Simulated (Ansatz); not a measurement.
Start from CsPbCl$_{3}$ in the cubic perovskite structure (space group Pm-3m, No. 221; a = 5.619 Å). Axes: x, y, z lie along the cube axes.

It is then changed as follows: biaxial strain +1.50 %, plane normal [111], relaxed out of plane (Cartesian); in-plane vectors clamped, the third vector and the atoms free.

Method: PBEsol (Ansatz, an electronic-structure program), no spin-orbit coupling.

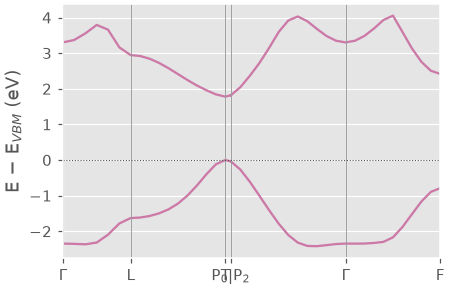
Fig. 1. Highest valence and lowest conduction band along the path of the changed cell's own zone

Question: From the figure, how large is the changed gap, and is it direct?

Answer: About 1.8 eV, direct at T.

Spin-orbit coupling, missing from the scalar runs, can matter with Pb. Whether these cells are dynamically stable was not tested. Many cubic perovskites are stable only at high temperature; tilts and polar distortions were not tested. This is not the structure that CsPbCl3 has at room temperature and ambient pressure. Labels are those of the standard path for the cell's own space group.
